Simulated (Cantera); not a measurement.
Charge: 1 mol Pb, 2.3 mol CO, a varied amount of H2, held at 1998.15 K and 100000 Pa.

These are equilibrium values from Cantera (NASA tables, ideal gas, pure condensed phases), not measurements of a reactor. Candidate condensed phases: C, C6H6, C7H8, C8H18, H2O, Pb, PbO, PbO2, Pb3O4; 113 gas species. Equilibrium is a limit: real reactors are often held back by kinetics, nucleation or transport.

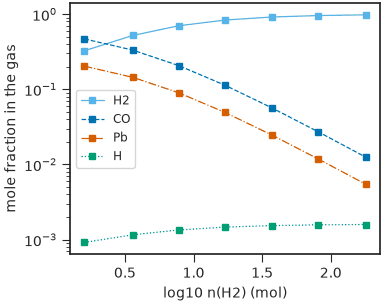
*Equilibrium gas composition (values under 1e-9 drawn at 1e-9)*

### Question
Read off the mole fractions at 17 mol H2.

### Answer
H2 about 0.84, CO about 0.11, Pb about 0.049, H about 0.0015.
